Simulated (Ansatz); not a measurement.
A series of calculations on C2H5NO

### Relaxation

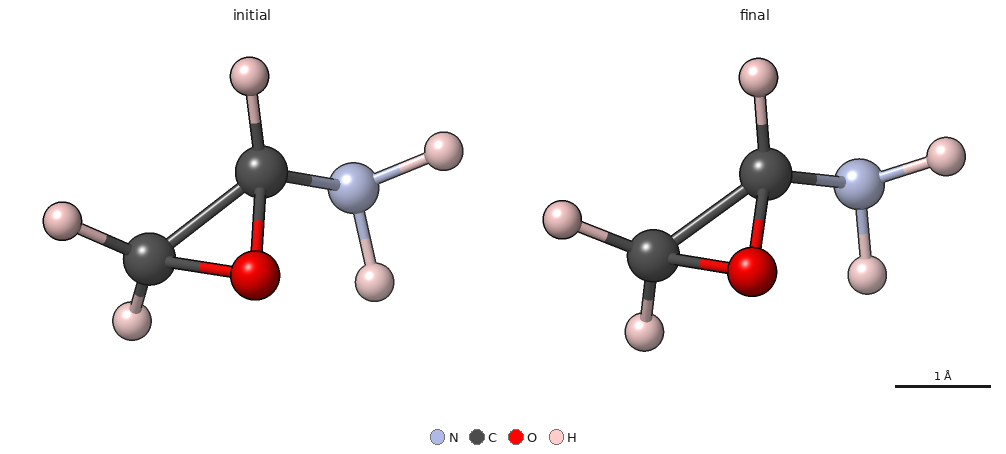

The structure of C2H5NO before (left) and after (right) a relaxation, at one scale.

Style: ball-and-stick. Shown at a tilt.

The run prepares an end point of a later path (inversion) calculation, from a guessed geometry.

Computed with Ansatz, RKS B3LYP-D4/def2-SVP. Settings: no spin polarisation; force threshold 0.015 eV/Å; at most 40 steps.

What changed between the two?

Answer. Over 5 geometry steps the energy falls by 8.07 kcal/mol. Largest force component: 3.5 eV/Å at the start, 0.014 eV/Å at the end. An H atom moves most after the best rigid fit: 0.20 Å. By element the largest moves are H 0.20 Å, O 0.08 Å, C 0.05 Å, N 0.05 Å. Among the contacts that change: C–H 1.033 → 1.100 Å, C–O 1.482 → 1.429 Å, H–N 1.070 → 1.020 Å, C–O 1.468 → 1.437 Å. Bond angles that change, for instance: O–C–H 123.4° → 115.8°, N–C–O 114.6° → 120.6°, H–N–H 102.1° → 107.8°. Cost: 20 s on 1 thread of Arm Neoverse V1 (shared host), peak memory 0.15 GiB.

### Relaxation

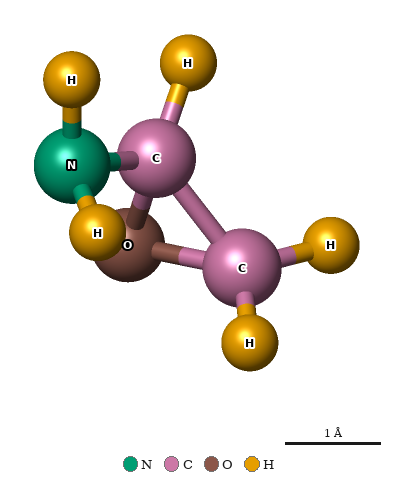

C2H5NO, before the relaxation. Style: ball-and-stick. Shown from a free direction.

The run prepares an end point of a later path (inversion) calculation, from a guessed geometry.

The calculation used RKS B3LYP-D4/def2-SVP (Ansatz).

Input file:
```yaml
crystal:
  periodic: [false, false, false]
  atoms:
    - { symbol: "N", position_ang: [-0.9342, 0.8909, -0.3869] }
    - { symbol: C, position_ang: [0.2102, 0.3966, 0.232] }
    - { symbol: C, position_ang: [0.3547, -1.078, 0.4127] }
    - { symbol: O, position_ang: [1.1022, -0.3648, -0.6505] }
    - { symbol: H, position_ang: [-1.72851, 0.22816, -0.37219] }
    - { symbol: H, position_ang: [-1.33569, 1.73396, 0.13595] }
    - { symbol: H, position_ang: [0.7399, 1.0554, 0.9455] }
    - { symbol: H, position_ang: [1.0487, -1.4009, 1.2379] }
    - { symbol: H, position_ang: [-0.4313, -1.721, 0.2224] }
basis:
  gaussian: { orbitals: def2-SVP }
hamiltonian:
  xc: b3lyp
  dispersion: d4
relax:
  f_tol: 0.015
  max_steps: 40
```

Run as
```bash
ansatz run input.yaml --threads 1 --pin off --max-ram 2048MiB --backend cpu --events-out ev --progress --plain --runs-dir out
```

Where does the relaxation end?

Answer. The atom that moves furthest after the best rigid fit is H5 (0.40 Å). Largest moves by element: H 0.40 Å, O 0.16 Å, N 0.13 Å, C 0.10 Å. Near-neighbour distances that change, for instance: C3–H9 1.033 → 1.100 Å, C2–O4 1.468 → 1.407 Å, N1–H6 1.070 → 1.018 Å, C3–O4 1.482 → 1.433 Å. Among the angles between lasting bonds that change: O4–C3–H9 123.4° → 115.4°, H5–N1–H6 102.1° → 109.1°, N1–C2–C3 119.0° → 125.6°. Groups turn about N1–C2 by about 30°. The energy falls by 0.391 eV in 9 accepted moves (11 points after the start). Largest force component: 3.9 eV/Å at the start, 0.0062 eV/Å at the end. The line search rejected the trial steps at points 2, 7 of the run.

The structure at the end:

```xyz
9

N    -0.9429    1.0012   -0.3214
C     0.2173    0.3901    0.2251
C     0.3782   -1.0525    0.5054
O     0.9527   -0.4298   -0.6506
H    -1.5810    0.3222   -0.7332
H    -1.4443    1.5511    0.3739
H     0.8152    1.1034    0.8141
H     1.0946   -1.4143    1.2571
H    -0.4638   -1.7313    0.3065
```

After the run, drawn alike:

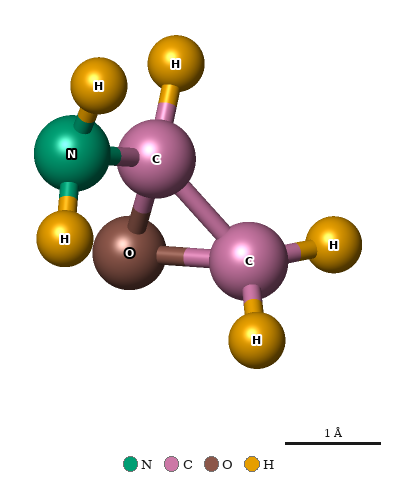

### Path

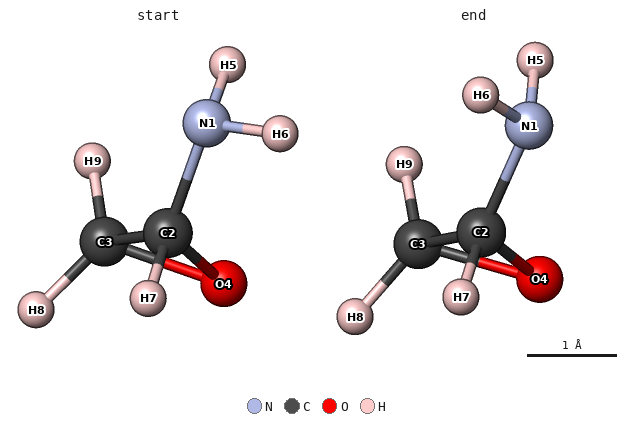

The two relaxed end points of a path for C2H5NO. The picture is a ball-and-stick view, seen from a free direction.

Theory: RKS B3LYP-D4/def2-SVP (Ansatz).

The input:
```yaml
crystal:
  periodic: [false, false, false]
  atoms:
    - { symbol: "N", position_ang: [-0.927482, 0.939702, -0.379907] }
    - { symbol: C, position_ang: [0.23756, 0.393194, 0.202075] }
    - { symbol: C, position_ang: [0.394612, -1.044187, 0.423479] }
    - { symbol: O, position_ang: [1.156165, -0.379848, -0.587364] }
    - { symbol: H, position_ang: [-1.355706, 0.295799, -1.043825] }
    - { symbol: H, position_ang: [-0.722283, 1.807616, -0.874315] }
    - { symbol: H, position_ang: [0.732065, 1.089998, 0.893004] }
    - { symbol: H, position_ang: [0.960386, -1.419332, 1.287904] }
    - { symbol: H, position_ang: [-0.386917, -1.729141, 0.061849] }
basis:
  gaussian: { orbitals: def2-SVP }
hamiltonian:
  xc: b3lyp
  dispersion: d4
neb:
  order_check: false
  images: 5
  f_tol: 0.05
  max_iterations: 60
  initial_path: idpp
  final_atoms:
    - { symbol: "N", position_ang: [-0.62583843, 1.02333063, -0.75369236] }
    - { symbol: C, position_ang: [0.34696229, 0.39878546, 0.07207289] }
    - { symbol: C, position_ang: [0.35267656, -1.02581075, 0.4670911] }
    - { symbol: O, position_ang: [1.20300813, -0.51630504, -0.56803366] }
    - { symbol: H, position_ang: [-1.19987626, 0.34743334, -1.25524439] }
    - { symbol: H, position_ang: [-1.23144803, 1.64520408, -0.2211555] }
    - { symbol: H, position_ang: [0.84533436, 1.12354275, 0.73500247] }
    - { symbol: H, position_ang: [0.86398534, -1.36599935, 1.37925098] }
    - { symbol: H, position_ang: [-0.46640395, -1.67638012, 0.12760847] }
```

Command:
```bash
ansatz run input.yaml --threads 1 --pin off --max-ram 2048MiB --backend cpu --events-out ev --progress --plain --runs-dir out
```

> Predict the minimum-energy path and its barrier.

Forward barrier 4.07 kcal/mol, backward barrier 0.91 kcal/mol, with image 3 at the top; the reaction energy is +3.17 kcal/mol. The motion is an umbrella inversion at N1. No bond forms or breaks between the ends. Bond angles that change up to the highest image, for instance: H5–N1–H6 107.8° → 116.9°, C2–N1–H5 111.7° → 120.6°. The band converged in 13 iterations, with a climbing image at the top.

Energies of the converged images:

```json
{"image": "0", "path (Å)": "0.00", "E (kcal/mol)": "0.00"}
{"image": "1", "path (Å)": "0.19", "E (kcal/mol)": "0.81"}
{"image": "2", "path (Å)": "0.39", "E (kcal/mol)": "2.95"}
{"image": "3", "path (Å)": "0.58", "E (kcal/mol)": "4.07"}
{"image": "4", "path (Å)": "0.92", "E (kcal/mol)": "3.65"}
{"image": "5", "path (Å)": "1.27", "E (kcal/mol)": "3.36"}
{"image": "6", "path (Å)": "1.61", "E (kcal/mol)": "3.17"}
```

The geometry at the top of the path:

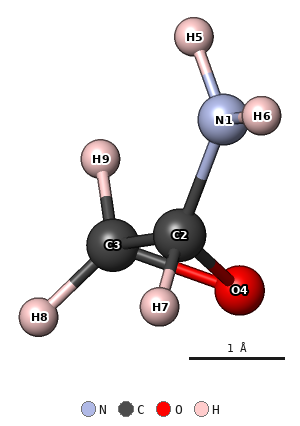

Cost: 2.8 min on 1 thread of Arm Neoverse V1, with other jobs on the host, peak memory 0.15 GiB.
